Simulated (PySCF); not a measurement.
# BOF (fluoro(oxo)borane): CCSDT/STO-3G

What is the energy change on altering one bond length of BOF (fluoro(oxo)borane) at CCSDT/STO-3G? The job is set up through a Python script.

The calculation is run with PySCF 2.14.0.

11 further runs of the same task are left out: 5 that didn't finish, 6 set aside as unsound or not needed.

### Step 1. The molecule

BOF has 3 atoms, charge 0, and is taken as a singlet. As SMILES, `O=BF`. Geometry: relaxed at PBE0-D4/def2-TZVP.

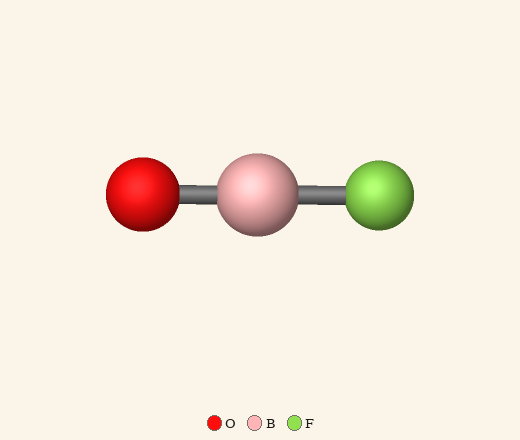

The structure, seen from a chosen angle (oxygen red, boron pink, fluorine green).

### Step 2. A single-point energy at CCSDT/STO-3G

run.py

```python
from pyscf import gto, cc

system = gto.M(
    atom='''
O      0.983100    -0.565100     0.479900
B      0.020300    -0.011600     0.009900
F     -1.003400     0.576800    -0.489800
''',
    spin=0,
    charge=0,
    verbose=4,
    max_memory=1860,
    basis='sto-3g',
)

hf = system.RHF()
hf.conv_tol = 1e-10
hf.kernel()
if not hf.converged:
    hf = hf.newton().run(hf.mo_coeff, hf.mo_occ)

mycc = cc.CCSDT(hf, frozen=3)
mycc.kernel()
etot = mycc.e_tot
print('E(%s) = %.9f' % ('CCSDT', etot))
```

Launch:

```bash
$ OMP_NUM_THREADS=1 python run.py
```

The program printed:

```text
PySCF version 2.14.0

[INPUT] num. atoms = 3
[INPUT] num. electrons = 22
[INPUT] charge = 0
[INPUT] spin (= nelec alpha-beta = 2S) = 0
[INPUT] symmetry False subgroup None
[INPUT] Mole.unit = angstrom
[INPUT] Symbol           X                Y                Z      unit          X                Y                Z       unit  Magmom
[INPUT]  1 O      0.983100000000  -0.565100000000   0.479900000000 AA    1.857789753060  -1.067884232992   0.906879567179 Bohr   0.0
[INPUT]  2 B      0.020300000000  -0.011600000000   0.009900000000 AA    0.038361440329  -0.021920823045   0.018708288633 Bohr   0.0
[INPUT]  3 F     -1.003400000000   0.576800000000  -0.489800000000 AA   -1.896151193389   1.089994028649  -0.925587855812 Bohr   0.0

nuclear repulsion = 51.4389501540037
number of shells = 9
number of NR pGTOs = 45
number of NR cGTOs = 15
basis = sto-3g
ecp = {}

[... 39 lines left out ...]
converged SCF energy = -196.327840179449
[... 16 lines left out ...]
WARN: A large `blksize` is being used, which may cause large memory consumption
[... 13 lines left out ...]
Init t2, MP2 energy = -196.466945350881  E_corr(MP2) -0.139105171432
[... 15 lines left out ...]
RCCSDT converged
[... 3 lines left out ...]
E(CCSDT) = -196.484171505
```

Wall time 1.6 s (1 thread of Intel Xeon Platinum 8259CL at 2.50GHz (Skylake/Cascade Lake), shared host); peak memory 0.12 GiB.

### Step 3. The distorted shape at the same level

run.py

```python
from pyscf import gto, cc

molecule = gto.Mole()
molecule.atom = '''
O        1.464514      -0.841858       0.714907
B        0.020300      -0.011600       0.009900
F       -1.003400       0.576800      -0.489800
'''
molecule.basis = 'sto-3g'
molecule.verbose = 3
molecule.max_memory = 1860
molecule.build()

mf = molecule.RHF()
mf.conv_tol = 1e-10
mf.kernel()
if not mf.converged:
    mf = mf.newton().run(mf.mo_coeff, mf.mo_occ)

mycc = cc.CCSDT(mf, frozen=3)
mycc.kernel()
e_tot = mycc.e_tot
print('E(%s) = %.9f' % ('CCSDT', e_tot))
```

Launch:

```bash
$ OMP_NUM_THREADS=1 python run.py
```

The program printed:

```text
converged SCF energy = -196.096478094747
_make_eris_incore_RCCSDT

WARN: A large `blksize` is being used, which may cause large memory consumption
      for storing contraction intermediates. If memory is sufficient, consider using
      `pyscf.cc.rccsdt_highm.RCCSDT` instead.

RCCSDT converged
E(RCCSDT) = -196.2859166771289   E_corr = -0.1894385823818691
E_corr(same-spin) = -0.0484368523959776
E_corr(oppo-spin) = -0.141001729985892
E(CCSDT) = -196.285916677
```

It took 2 s on 1 thread of Intel Xeon Platinum 8259CL at 2.50GHz (Skylake/Cascade Lake), shared host; peak memory 0.12 GiB.

### Step 4. Outcome

Level: CCSDT/STO-3G, 3 core orbitals frozen.

```
                                                         quantity          value
                                        first shape: total energy  -196.48417 Eh
                first shape: dipole moment (Hartree–Fock density)         1.52 D
                 first shape: HOMO energy (Hartree–Fock orbitals)      -10.65 eV
                 first shape: LUMO energy (Hartree–Fock orbitals)       10.60 eV
               first shape: HOMO–LUMO gap (Hartree–Fock orbitals)       21.25 eV
         first shape: correlation energy (3 core orbitals frozen)     -156.3 mEh
                                       first shape: T1 diagnostic          0.018
                                    distorted shape: total energy  -196.28592 Eh
            distorted shape: dipole moment (Hartree–Fock density)         3.00 D
             distorted shape: HOMO energy (Hartree–Fock orbitals)       -7.39 eV
             distorted shape: LUMO energy (Hartree–Fock orbitals)        7.30 eV
           distorted shape: HOMO–LUMO gap (Hartree–Fock orbitals)       14.69 eV
     distorted shape: correlation energy (3 core orbitals frozen)     -189.4 mEh
                                   distorted shape: T1 diagnostic          0.106
energy change with the O1–B2 bond stretched from 1.206 to 1.809 Å       5.395 eV
```

What this shows: With the O1–B2 bond stretched from 1.206 to 1.809 Å the energy rises by 5.39 eV (521 kJ/mol). The first shape isn't relaxed at this level, so the change isn't measured from a minimum. The minimal basis adds a large error of its own. Mulliken charges (first shape) of the mean-field density run from -0.32 on O1 to +0.49 on B2. The T1 diagnostic (distorted shape) of 0.106 is above the customary mark for such species, so a single reference may not serve. Mulliken charges (distorted shape) of the mean-field density run from -0.23 on O1 to +0.37 on B2.
